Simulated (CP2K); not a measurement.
# CH4AlFS (SMILES C[S][AlH][F]): GFN1-xTB

What is the vertical ionisation energy of CH4AlFS at GFN1-xTB? 

The calculation is run with CP2K 2026.2.

2 further runs of the same task are left out: 2 set aside as unsound or not needed.

## Step 1: The structure to begin with

CH4AlFS has 8 atoms, charge 0, and is taken as a singlet. As SMILES, `C[S][AlH][F]`. The shape comes from GFN2-xTB, which is rough for such elements, and wasn't checked as a minimum. This is one conformer, not always the lowest.

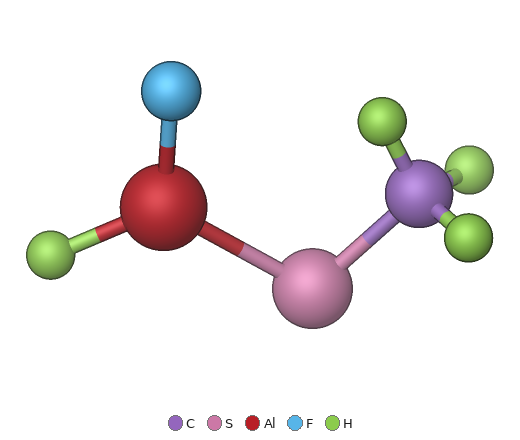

The structure, seen from a chosen angle (carbon purple, sulfur pink, aluminium red, fluorine blue, hydrogen green).

## Step 2: Energy and gradient at GFN1-xTB

The input, gas.inp:

```
&FORCE_EVAL
    METHOD QUICKSTEP
    &DFT
        CHARGE 0
        MULTIPLICITY 1
        ! Quickstep
        &QS
            METHOD XTB
            EPS_DEFAULT 1.0E-10
            &XTB
                GFN_TYPE 1
                CHECK_ATOMIC_CHARGES F
            &END XTB
        &END QS
        &POISSON
            PERIODIC NONE
            POISSON_SOLVER ANALYTIC
        &END POISSON
        &SCF
            SCF_GUESS ATOMIC
            EPS_SCF 1.0E-06
            MAX_SCF 80
            &DIAGONALIZATION
                ALGORITHM STANDARD
            &END DIAGONALIZATION
            &MIXING
                METHOD BROYDEN_MIXING
                ALPHA 0.4
                NBUFFER 8
            &END MIXING
        &END SCF
        ! extra output
        &PRINT
            &MOMENTS
                PERIODIC F
                REFERENCE COM
                MAX_MOMENT 1
            &END MOMENTS
            &MO ON
                ENERGIES T
                OCCUPATION_NUMBERS T
                NDIGITS 6
                &EACH
                    QS_SCF 0
                &END EACH
                ADD_LAST NUMERIC
            &END MO
            &HIRSHFELD OFF
            &END HIRSHFELD
        &END PRINT
    &END DFT
    ! atoms, cell and kinds
    &SUBSYS
        ! vacuum box
        &CELL
            ABC [angstrom] 14.1 14.1 12.5
            PERIODIC NONE
        &END CELL
        &COORD
            SCALED T
            C    0.41562021   0.57710745   0.48758440
            S    0.51463865   0.53878333   0.40137160
            Al   0.56307695   0.41240035   0.48835000
            F    0.50931383   0.37732801   0.59862840
            H    0.43391383   0.64555426   0.52143640
            H    0.35329610   0.58386631   0.43738280
            H    0.40265638   0.52583085   0.55106600
            H    0.64670390   0.35444574   0.45010760
        &END COORD
    &END SUBSYS
    ! extra output
    &PRINT
        &FORCES ON
        &END FORCES
    &END PRINT
&END FORCE_EVAL

&GLOBAL
    PROJECT gas
    RUN_TYPE ENERGY_FORCE
    PRINT_LEVEL MEDIUM
&END GLOBAL
```

Command:

```console
$ OMP_NUM_THREADS=1 cp2k.psmp -i gas.inp -o gas.out
```

Log:

```text
CP2K| version string:                                       CP2K version 2026.2
[...]
 GLOBAL| Method name                                                        CP2K
[...]
 GLOBAL| Run type                                                   ENERGY_FORCE
[...]
                             - Atoms:                                          8
[...]
                             - Spherical basis functions:                     34
[...]
 Number of electrons:                                                         24
[...]
     1 NoMix/Diag. 0.40E+00    0.0     0.80063323       -14.4226631124 -1.44E+01
[...]
    39 Broy./Diag. 0.40E+00    0.0     0.00000040       -14.5027354694  1.27E-06
  *** SCF run converged in    39 steps ***
[...]
 TB_DIPOLE| Moment [Debye]          0.00988671       1.12428180      -1.16795589
 TB_DIPOLE| Derivative [a.u.]       0.00000000       0.00000000       0.00000000
[...]
 ENERGY| Total FORCE_EVAL ( QS ) energy [hartree]            -14.502735676624463
 FORCES| Atomic forces [hartree/bohr]
 FORCES|   Atom     x               y               z               |f|
 FORCES|      1  5.36842130E-03 -6.16502051E-04 -5.22101612E-03   7.51392251E-03
 FORCES|      2 -2.35114840E-04 -1.40855626E-02  1.48818012E-02   2.04921048E-02
 FORCES|      3  1.24550600E-03  1.31268626E-02 -1.49376130E-02   1.99248109E-02
 FORCES|      4 -8.73757008E-04  1.52540124E-03 -6.35584611E-04   1.86929614E-03
 FORCES|      5 -1.46480027E-03  8.86754904E-04  1.49436809E-03   2.27268785E-03
 FORCES|      6 -2.12191333E-03  5.92295221E-04  5.93857038E-04   2.28166518E-03
 FORCES|      7 -2.11079297E-03  1.65402402E-03  9.31429344E-04   2.83880310E-03
 FORCES|      8  1.92451127E-04 -3.08327329E-03  2.89275810E-03   4.23221704E-03
 FORCES| Sum     1.78649413E-16  1.31405303E-16 -1.18828558E-16
 FORCES| Total atomic force                                       2.51601257E-16
[...]
```

Run time: 0.58 s. Hardware: 1 thread of Arm Neoverse N1, shared host; peak memory 0.15 GiB.

## Step 3: The doublet cation

The input, qs.inp:

```
&GLOBAL
  PROJECT_NAME qs
  RUN_TYPE ENERGY_FORCE
  PRINT_LEVEL MEDIUM
&END

&FORCE_EVAL
  METHOD QS
  &DFT
    CHARGE 1
    MULTIPLICITY 2
    LSD T
    &QS
      METHOD XTB
      EPS_DEFAULT 1.0E-10
      &XTB
        GFN_TYPE 1
        CHECK_ATOMIC_CHARGES F
      &END
    &END
    &POISSON
      PERIODIC NONE
      POISSON_SOLVER ANALYTIC
    &END
    &SCF
      SCF_GUESS ATOMIC
      EPS_SCF 1.0E-06
      MAX_SCF 40
      &OT
        MINIMIZER DIIS
        PRECONDITIONER FULL_ALL
      &END
      &OUTER_SCF
        EPS_SCF 1.0E-06
        MAX_SCF 8
      &END
    &END
    &PRINT
      &MOMENTS
        PERIODIC F
        REFERENCE COM
        MAX_MOMENT 1
      &END
      &MO_CUBES
        NLUMO 3
        NHOMO -1
        WRITE_CUBE F
      &END
      &HIRSHFELD OFF
      &END
    &END
  &END
  &SUBSYS
    &CELL
      ABC 14.1 14.1 12.5
      PERIODIC NONE
    &END
    &COORD
      SCALED T
      C    0.41562021   0.57710745   0.48758440
      S    0.51463865   0.53878333   0.40137160
      Al   0.56307695   0.41240035   0.48835000
      F    0.50931383   0.37732801   0.59862840
      H    0.43391383   0.64555426   0.52143640
      H    0.35329610   0.58386631   0.43738280
      H    0.40265638   0.52583085   0.55106600
      H    0.64670390   0.35444574   0.45010760
    &END
  &END
  &PRINT
    &FORCES ON
    &END
  &END
&END
```

Command:

```console
$ OMP_NUM_THREADS=1 cp2k.psmp -i qs.inp -o qs.out
```

Log:

```text
CP2K| version string:                                       CP2K version 2026.2
[...]
 GLOBAL| Method name                                                        CP2K
[...]
 GLOBAL| Run type                                                   ENERGY_FORCE
[...]
                             - Atoms:                                          8
[...]
                             - Spherical basis functions:                     34
[...]
 Number of electrons:                                                         12
[...]
     1 OT DIIS     0.15E+00    0.0     0.04098289       -13.8534453323 -1.39E+01
[...]
    17 OT DIIS     0.15E+00    0.0     0.00000068       -13.9508263874 -1.97E-09
  *** SCF run converged in    17 steps ***
[...]
 TB_DIPOLE| Moment [Debye]          0.09720738       1.46332249      -1.77644154
 TB_DIPOLE| Derivative [a.u.]       0.00000000       0.00000000       0.00000000
[...]
 ENERGY| Total FORCE_EVAL ( QS ) energy [hartree]            -13.950826387561111
 FORCES| Atomic forces [hartree/bohr]
 FORCES|   Atom     x               y               z               |f|
 FORCES|      1  2.42055668E-02 -4.20224378E-03 -4.94878234E-03   2.50611006E-02
 FORCES|      2 -2.00044107E-02  2.40008192E-03  1.56914124E-02   2.55373699E-02
 FORCES|      3  2.41159284E-03 -1.17317191E-02  3.80978573E-03   1.25683524E-02
 FORCES|      4  4.07182560E-03  7.77677640E-03 -1.22555270E-02   1.50750110E-02
 FORCES|      5 -1.73081073E-03  4.01304901E-03 -9.18351523E-04   4.46583001E-03
 FORCES|      6 -3.81279703E-03  5.88353911E-04 -3.89762813E-03   5.48407572E-03
 FORCES|      7 -3.75090951E-03 -1.53007205E-03 -4.45609639E-04   4.07541538E-03
 FORCES|      8 -1.39005726E-03  2.68577371E-03  2.96470053E-03   4.23498393E-03
 FORCES| Sum    -7.71951947E-17 -1.19695920E-16 -2.61075883E-16
 FORCES| Total atomic force                                       2.97400114E-16
[...]
```

Run time: 1.7 s. Hardware: 1 thread of Arm Neoverse N1, shared host; peak memory 0.15 GiB.

## Step 4: Outcome

Level: GFN1-xTB.

| quantity | value |
| --- | --- |
| singlet CH4AlFS: total energy | -14.50274 Eh |
| singlet CH4AlFS: dipole moment (from atomic charges alone) | 1.62 D |
| singlet CH4AlFS: HOMO energy | -11.45 eV |
| singlet CH4AlFS: dispersion energy | -6.01 kJ/mol |
| singlet CH4AlFS: largest force on an atom | 1.054 eV/Å |
| doublet cation: total energy | -13.95083 Eh |
| doublet cation: HOMO energy (highest over α and β) | -18.35 eV |
| doublet cation: dispersion energy | -6.01 kJ/mol |
| doublet cation: largest force on an atom | 1.313 eV/Å |
| vertical ionisation energy (to the doublet cation) | 15.018 eV |

The vertical ionisation energy comes to 15.02 eV (1449 kJ/mol). The largest force (singlet CH4AlFS) is 1.05 eV/Å: the shape isn't a stationary point for this species at this level. No empirical shift is applied, and without it xTB methods put this difference several eV too high. The dipole (singlet CH4AlFS) comes from point charges on the atoms alone, without atomic dipoles, so it is partial.
